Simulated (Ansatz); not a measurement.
# YbF2 (CdI2 type): response to moved atoms and strain

How does YbF2 (CdI2 type) push back when it is distorted? Each run changes the relaxed cell in one way. The start comes from a prototype table, not from a measured structure.

Computed with Ansatz 0.2.0 (DFT PBEsol, scalar-relativistic, plane waves, PAW, unless a step's input says otherwise).

## Step 1: The system as given

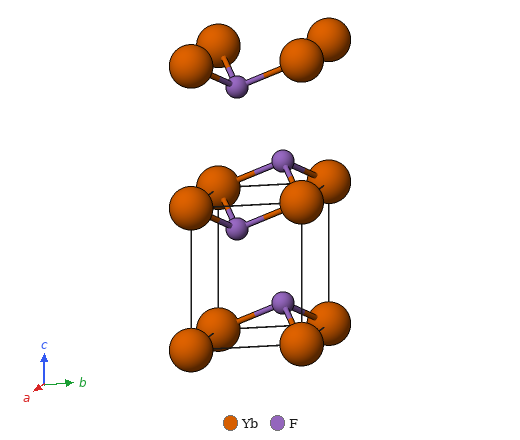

Start, viewed slightly off an axis; ytterbium orange, fluorine purple. 1×1×2 cells are drawn. Atoms on the faces are drawn again on the opposite ones.

Structure file:

```
CELL_PARAMETERS angstrom
3.65198 0.00000 0.00000
-1.82599 3.16270 0.00000
0.00000 0.00000 4.57425
ATOMIC_POSITIONS crystal
Yb 0.00000 0.00000 0.00000
F 0.33333 0.66667 0.20763
F 0.66667 0.33333 0.79237
```

This cell comes from an earlier session at PBEsol: 17.611 Å³/atom at 0.00 GPa, on a 10×10×6 mesh.

The changes: atom 3 (F) moved 0.08 Å along x; strain e5 = -0.02, atoms carried along.

## Step 2: Atom 3 (F) moved 0.08 Å along x

File input.yaml:

```yaml
crystal:
  lattice:
    - [3.6519760414, 0.0, 0.0]
    - [-1.8259880207, 3.1627040258, 0.0]
    - [0.0, 0.0, 4.5742514683]
  atoms:
    - { symbol: Yb, position: [0.0, 0.0, 0.0] }
    - { symbol: F, position: [0.3333333333, 0.6666666667, 0.2076321038] }
    - { symbol: F, position: [0.6885726154, 0.3333333333, 0.7923678962] }
basis:
  ecutwfc: 420
  ecutrho_ratio: 4
kpoints:
  mp_grid: { grid: [10, 10, 6] }
hamiltonian:
  xc: pbesol
scf:
  occupations: { method: gaussian, width: 0.05 }
output:
  forces: true
  stress: true
  eigenvalues: true
```

Standard output, shortened:

```text
Warning: RAYON_NUM_THREADS=4 ignored (pool sized by the plan → 4); use --threads N
[...]
Pseudopotentials: kind: paw
Pseudopotential: Yb, paw, valence charge 24, recommended cutoff 420 eV (normal), Yb.paw.azcp
Pseudopotential: F, paw, valence charge 7, recommended cutoff 420 eV (normal), F.paw.azcp
Functional definition: PBEsol
[...]
Crystal: 3 atoms, lattice volume = 52.833 Å³
Basis set: ecut = 420 eV, 1011 PW (Γ), exchange–correlation on 50×50×64 points (8 copies of the dense FFT grid, shifted against one another)
Bands: 23, of which v1, the nominal top of the filled ones, is band 19 counted from 1 (18 counted from 0)
Symmetry: 1 space group operations
Space group: P1 (ITA 1), of the structure as read, at distance tolerance 3.8e-5 Å
k-points: 304 of 600 (time reversal used)
[...]
SCF iter   1: F=—  HF=-15282.360719 eV  |F-HF|=—  |Δ(HF+E_count)|=         —  Δρ=1.36e-2  dr2=7.03e-2  ethr=1.77e-3  ⟨swp⟩=5.7  Hψ=35098  notcnv=0
[...]
SCF iter  11: F=-15282.336964 eV  HF=-15282.336964 eV  |F-HF|=1.04e-8  |Δ(HF+E_count)|=   2.23e-9  Δρ=5.63e-6  dr2=1.27e-8  ethr=2.63e-10  ⟨swp⟩=6.7  Hψ=36572  notcnv=0
[...]
SCF converged after 11 iterations
Free energy (F): -15282.336964 eV
[...]
E sigma→0 (E₀):  -15282.333403 eV
Entropy (-TS):   -0.007124 eV (-2.375 meV/atom)
Fermi energy:    9.959260 eV
[...]
--- Forces (eV/Å), atoms counted from 1 ---
  atom   1  Yb     0.19819269    -0.03819439     0.03712241
  atom   2  F      0.14364175     0.00094801     0.00305810
  atom   3  F     -0.34183434     0.03724566    -0.04018674
[...]
--- Stress (GPa, compression-positive) ---
        0.262742      -0.701335       1.362972
       -0.701335       0.109833      -0.111002
        1.362968      -0.111004       0.104607
  P = ⅓ Tr σ = 0.1591 GPa (1.591 kbar)
--- Band table (eV; the first three rows and the last of 304) ---
  k-point 0: bands = ["-41.8289", "-16.3187", "-16.1079", "-14.2437", "-14.2408", "-13.7087", "1.6098", "1.6282", "1.7012", "2.9398", "2.9597", "3.1967", "9.1042", "9.7110", "9.7857", "9.7863", "9.8512", "9.9043", "9.9054", "9.9121", "13.7251", "13.8489", "13.9741"]
[...]
```

Wall time 15 s (4 threads of an Arm CPU, shared host); peak memory 0.62 GiB.

Read off: volume 17.611 Å³/atom, pressure 0.16 GPa, metallic.

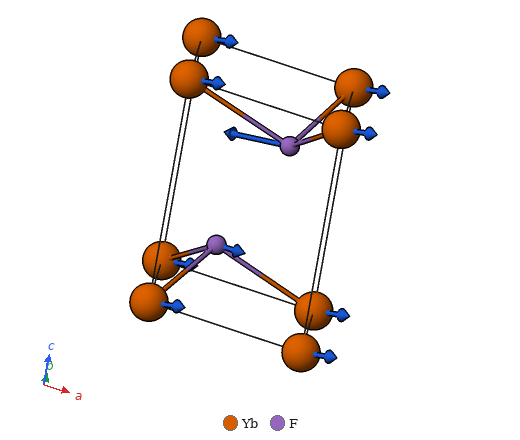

Forces on the atoms; the longest arrow is 0.35 eV/Å.

## Step 3: Strain e5 = -0.02, atoms carried along

File input.yaml:

```yaml
crystal:
  lattice:
    - [3.6519760414, 0.0, -0.0365197604]
    - [-1.8259880207, 3.1627040258, 0.0182598802]
    - [-0.0457425147, 0.0, 4.5742514683]
  atoms:
    - { symbol: Yb, position: [0.0, 0.0, 0.0] }
    - { symbol: F, position: [0.3333333333, 0.6666666667, 0.2076321038] }
    - { symbol: F, position: [0.6666666667, 0.3333333333, 0.7923678962] }
basis:
  ecutwfc: 420
  ecutrho_ratio: 4
kpoints:
  mp_grid: { grid: [10, 10, 6] }
hamiltonian:
  xc: pbesol
scf:
  occupations: { method: gaussian, width: 0.05 }
output:
  forces: true
  stress: true
  eigenvalues: true
```

Standard output, shortened:

```text
Warning: RAYON_NUM_THREADS=4 ignored (pool sized by the plan → 4); use --threads N
[...]
[... 4 set-up lines as earlier in the session ...]
[...]
Crystal: 3 atoms, lattice volume = 52.828 Å³
Basis set: ecut = 420 eV, 1015 PW (Γ), exchange–correlation on 50×50×64 points (8 copies of the dense FFT grid, shifted against one another)
Bands: 23, of which v1, the nominal top of the filled ones, is band 19 counted from 1 (18 counted from 0)
Symmetry: 2 space group operations
Space group: P-1 (ITA 2), of the structure as read, at distance tolerance 3.8e-5 Å
k-points: 304 of 600
[...]
SCF iter   1: F=—  HF=-15282.372122 eV  |F-HF|=—  |Δ(HF+E_count)|=         —  Δρ=1.36e-2  dr2=7.00e-2  ethr=1.77e-3  ⟨swp⟩=5.7  Hψ=35302  notcnv=0
[...]
SCF iter  10: F=-15282.348442 eV  HF=-15282.348442 eV  |F-HF|=2.35e-8  |Δ(HF+E_count)|=   2.96e-7  Δρ=1.07e-5  dr2=4.92e-8  ethr=2.63e-10  ⟨swp⟩=5.4  Hψ=40584  notcnv=0
[...]
SCF converged after 10 iterations
Free energy (F): -15282.348442 eV
[...]
E sigma→0 (E₀):  -15282.344838 eV
Entropy (-TS):   -0.007208 eV (-2.403 meV/atom)
Fermi energy:    9.963575 eV
[...]
--- Forces (eV/Å), atoms counted from 1 ---
  atom   1  Yb     0.00000000     0.00000000     0.00000000
  atom   2  F      0.11160723    -0.00168192     0.00265066
  atom   3  F     -0.11160723     0.00168192    -0.00265066
[...]
--- Stress (GPa, compression-positive) ---
        0.050500      -0.381189       0.624480
       -0.381189       0.024671      -0.009688
        0.624484      -0.009699      -0.016444
  P = ⅓ Tr σ = 0.0196 GPa (0.196 kbar)
--- Band table (eV; the first three rows and the last of 304) ---
[... band rows left out ...]
[...]
```

Wall time 7.7 s (4 threads of an Arm CPU, shared host); peak memory 0.56 GiB.

Result: volume 17.609 Å³/atom, pressure 0.02 GPa, a metal on this mesh.

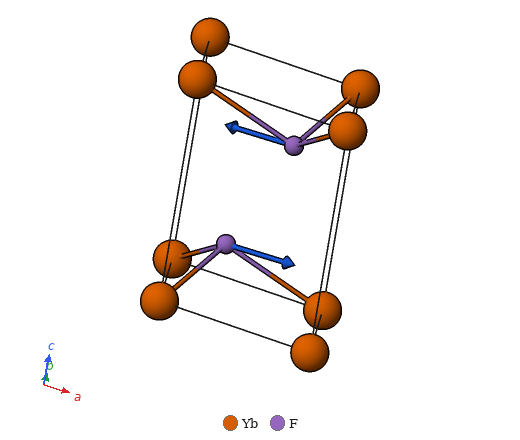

Forces on the atoms; the longest arrow is 0.11 eV/Å.

## Step 4: Results

| change | change of free energy (meV/atom) | largest force (eV/Å) | largest change of stress (GPa) |
| --- | --- | --- | --- |
| atom 3 (F) moved 0.08 Å along x | 4.53 | 0.346 | 1.36 |
| strain e5 = -0.02, atoms carried along | 0.71 | 0.112 | 0.62 |

Moving atom 3 by 0.08 Å meets a restoring force of 0.342 eV/Å along the move, a force constant of about 4.3 eV/Å². The strain e5 = -0.02 changes that stress component by +0.62 GPa (compression positive), a ratio of 31 GPa; that is a secant over a finite strain with the atoms carried along, not the elastic constant. No change lowers the energy by more than 0.5 meV/atom; other distortions weren't tried. Spin polarisation wasn't allowed in this run. Without a U the filled Yb 4f bands lie too high, so the metal found here may be the functional's error. No dispersion term is included, so distances between weakly bound layers or units are the least certain numbers. Spin–orbit coupling is left out, though the cell holds Yb; it splits the 4f levels.
